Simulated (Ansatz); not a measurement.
## HBr: frequency calculation

The run: frequency calculation of HBr. Method and program: RKS PBE0-D4/def2-TZVP (Ansatz 0.2.0).

The geometry comes from this level: PBE0-D4/def2-TZVP.

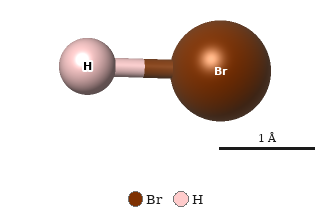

**Figure 1.** The structure (ball-and-stick view, seen at a tilt). Bond lengths as drawn: Br–H 1.42 Å.

Results in brief:

```csv
quantity,value
outcome,converged
total energy,−70054.5783 eV
mean-field energy,−70054.5728 eV
dispersion energy,−0.0055 eV
largest force (length of the vector),under 0.001 eV/Å
dipole moment,0.95 D
hardware,"4 threads of Arm Neoverse V1, 23 GiB of memory available, shared host"
wall time,2.2 s (CPU time 6.8 s)
peak memory,0.4 GiB
```

The input:
```yaml
crystal:
  periodic: [false, false, false]
  atoms:
    - {symbol: Br, position_ang: [1.898813, -0.220046, -0.023792]}
    - {symbol: H, position_ang: [1.979428, 1.125175, -0.473046]}
basis:
  gaussian: {orbitals: def2-TZVP}
hamiltonian: {xc: pbe0, dispersion: d4}
phonons: {temperatures: {t_min: 298.15, t_max: 900, t_step: 200}}
```

Command:
```bash
ansatz run in.yaml --threads 4 --pin off --events-out ev --progress --plain --max-ram 9574MiB
```

Output:
```
Functional definition: PBE0
  name "PBE0"
  cite "Adamo & Barone, J. Chem. Phys. 110, 6158 (1999) doi:10.1063/1.478522"
  cite "Perdew, Burke & Ernzerhof, Phys. Rev. Lett. 77, 3865 (1996) doi:10.1103/PhysRevLett.77.3865"
  parent pbe
  parameter a = 0.25
  parameter kappa = 0.804
  parameter beta = 0.06672455060314922
  exchange = (1 - a)*pbe_x(kappa = kappa, mu = beta*pi^2/3) + a*exact_x
  correlation = pbe_c(beta = beta)
457 factors; their error is unknown
mean field evaluation 1: about -70054.0306 eV, gradient 6.5e0 eV
mean field evaluation 2: about -70054.0972 eV, gradient 3.5e0 eV
mean field evaluation 4: about -70054.1323 eV, gradient 7.0e-2 eV
mean field evaluation 8: about -70054.5728 eV, gradient 8.3e-3 eV
mean field -70054.57278216 eV, -2574.4580650495 hartree, gradient 2.1e-5 eV, S^2 0.000000; 0 other end points of the search recorded, 0 dependent functions left out
the calculation of the forces begins
reference -70054.57279944 eV, -2574.4580656843 hartree; 18, 18 occupied and 36, 36 virtual orbitals, 457 factors
these checks for a lower state are left out or cut short: stability, starts, cluster_reference, orbital_swaps, neighbouring_geometries, increment
457 factors; their error is unknown
mean field evaluation 16: about -70054.1322 eV, gradient 1.4e-4 eV
mean field -70054.57278216 eV, -2574.4580650494 hartree, gradient 1.2e-6 eV, S^2 0.000000; 0 other end points of the search recorded, 0 dependent functions left out
the calculation of the forces begins
reference -70054.57279944 eV, -2574.4580656843 hartree; 18, 18 occupied and 36, 36 virtual orbitals, 457 factors
these checks for a lower state are left out or cut short: stability, starts, cluster_reference, orbital_swaps, neighbouring_geometries, increment
457 factors; their error is unknown
mean field -70054.57278216 eV, -2574.4580650494 hartree, gradient 1.2e-6 eV, S^2 0.000000; 0 other end points of the search recorded, 0 dependent functions left out
the calculation of the forces begins
reference -70054.57279944 eV, -2574.4580656843 hartree; 18, 18 occupied and 36, 36 virtual orbitals, 457 factors
these checks for a lower state are left out or cut short: stability, starts, cluster_reference, orbital_swaps, neighbouring_geometries, increment
457 factors; their error is unknown
mean field evaluation 32: about -70054.1322 eV, gradient 1.4e-4 eV
mean field -70054.57278216 eV, -2574.4580650494 hartree, gradient 1.2e-6 eV, S^2 0.000000; 0 other end points of the search recorded, 0 dependent functions left out
the calculation of the forces begins
reference -70054.57279944 eV, -2574.4580656843 hartree; 18, 18 occupied and 36, 36 virtual orbitals, 457 factors
these checks for a lower state are left out or cut short: stability, starts, cluster_reference, orbital_swaps, neighbouring_geometries, increment
457 factors; their error is unknown
mean field -70054.57278216 eV, -2574.4580650494 hartree, gradient 1.2e-6 eV, S^2 0.000000; 0 other end points of the search recorded, 0 dependent functions left out
the calculation of the forces begins
reference -70054.57279944 eV, -2574.4580656843 hartree; 18, 18 occupied and 36, 36 virtual orbitals, 457 factors
these checks for a lower state are left out or cut short: stability, starts, cluster_reference, orbital_swaps, neighbouring_geometries, increment
457 factors; their error is unknown
mean field -70054.57270104 eV, -2574.4580620684 hartree, gradient 1.2e-6 eV, S^2 0.000000; 0 other end points of the search recorded, 0 dependent functions left out
the calculation of the forces begins
reference -70054.57271831 eV, -2574.4580627032 hartree; 18, 18 occupied and 36, 36 virtual orbitals, 457 factors
these checks for a lower state are left out or cut short: stability, starts, cluster_reference, orbital_swaps, neighbouring_geometries, increment
457 factors; their error is unknown
mean field -70054.57270049 eV, -2574.4580620480 hartree, gradient 1.2e-6 eV, S^2 0.000000; 0 other end points of the search recorded, 0 dependent functions left out
the calculation of the forces begins
reference -70054.57271777 eV, -2574.4580626830 hartree; 18, 18 occupied and 36, 36 virtual orbitals, 457 factors
these checks for a lower state are left out or cut short: stability, starts, cluster_reference, orbital_swaps, neighbouring_geometries, increment
457 factors; their error is unknown
mean field evaluation 64: about -70054.1322 eV, gradient 1.4e-4 eV
mean field -70054.57278216 eV, -2574.4580650494 hartree, gradient 1.2e-6 eV, S^2 0.000000; 0 other end points of the search recorded, 0 dependent functions left out
the calculation of the forces begins
reference -70054.57279944 eV, -2574.4580656843 hartree; 18, 18 occupied and 36, 36 virtual orbitals, 457 factors
these checks for a lower state are left out or cut short: stability, starts, cluster_reference, orbital_swaps, neighbouring_geometries, increment
457 factors; their error is unknown
mean field -70054.57278216 eV, -2574.4580650494 hartree, gradient 1.2e-6 eV, S^2 0.000000; 0 other end points of the search recorded, 0 dependent functions left out
the calculation of the forces begins
reference -70054.57279944 eV, -2574.4580656843 hartree; 18, 18 occupied and 36, 36 virtual orbitals, 457 factors
these checks for a lower state are left out or cut short: stability, starts, cluster_reference, orbital_swaps, neighbouring_geometries, increment
457 factors; their error is unknown
mean field -70054.57278216 eV, -2574.4580650494 hartree, gradient 1.2e-6 eV, S^2 0.000000; 0 other end points of the search recorded, 0 dependent functions left out
the calculation of the forces begins
reference -70054.57279944 eV, -2574.4580656843 hartree; 18, 18 occupied and 36, 36 virtual orbitals, 457 factors
these checks for a lower state are left out or cut short: stability, starts, cluster_reference, orbital_swaps, neighbouring_geometries, increment
457 factors; their error is unknown
mean field -70054.57278216 eV, -2574.4580650494 hartree, gradient 1.2e-6 eV, S^2 0.000000; 0 other end points of the search recorded, 0 dependent functions left out
the calculation of the forces begins
reference -70054.57279944 eV, -2574.4580656843 hartree; 18, 18 occupied and 36, 36 virtual orbitals, 457 factors
these checks for a lower state are left out or cut short: stability, starts, cluster_reference, orbital_swaps, neighbouring_geometries, increment
457 factors; their error is unknown
mean field evaluation 96: about -70054.1321 eV, gradient 1.5e-4 eV
mean field -70054.57270049 eV, -2574.4580620480 hartree, gradient 1.2e-6 eV, S^2 0.000000; 0 other end points of the search recorded, 0 dependent functions left out
the calculation of the forces begins
reference -70054.57271777 eV, -2574.4580626830 hartree; 18, 18 occupied and 36, 36 virtual orbitals, 457 factors
these checks for a lower state are left out or cut short: stability, starts, cluster_reference, orbital_swaps, neighbouring_geometries, increment
457 factors; their error is unknown
mean field -70054.57270104 eV, -2574.4580620684 hartree, gradient 1.2e-6 eV, S^2 0.000000; 0 other end points of the search recorded, 0 dependent functions left out
the calculation of the forces begins
reference -70054.57271831 eV, -2574.4580627032 hartree; 18, 18 occupied and 36, 36 virtual orbitals, 457 factors
Total energy: -70054.57831875 eV, -2574.4582685156 hartree
Atom 0 at     1.898813    -0.220046    -0.023792 Å, force    -0.000005    -0.000082     0.000027 eV/Å
Atom 1 at     1.979428     1.125175    -0.473046 Å, force     0.000005     0.000082    -0.000027 eV/Å
Dipole moment:     0.011256     0.187822    -0.062726 e Å
Vibrations: 2667.49 cm⁻¹, zero-point energy 0.165363 eV
```
